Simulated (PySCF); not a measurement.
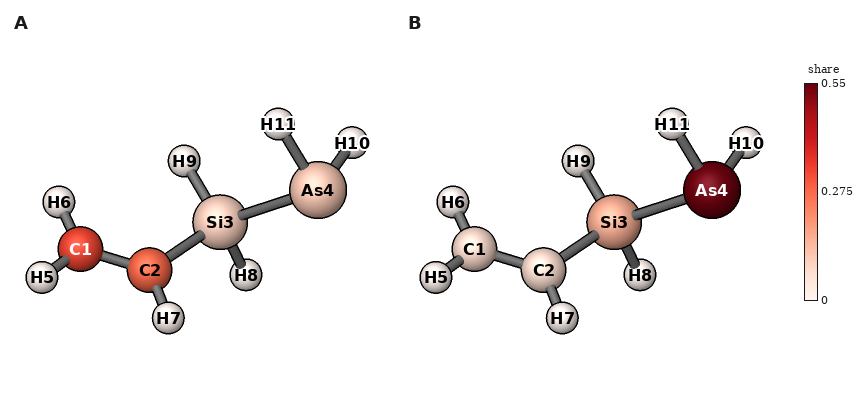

Each panel colours the atoms by their Löwdin share in one orbital (up to four of the largest shares; other atoms are shown as zero). The computed structure is the end point of a GFN2-xTB optimisation. No frequency run is at hand to confirm it as a minimum. Level of theory: PBE0/def2-SVPD (PySCF 2.14.0).

Question: The panels show the HOMO, LUMO, in some order. Which is which?

Answer: A: LUMO, −0.56 eV; C1 0.33, C2 0.28, As4 0.11, Si3 0.09
B: HOMO, −7.42 eV; As4 0.54, Si3 0.15, C1 0.07, C2 0.07

The geometry is semi-empirical. Around As, Si such bond lengths and angles can be off by a tenth of an ångström or more and by several degrees, and values that hang on the shape move with them.
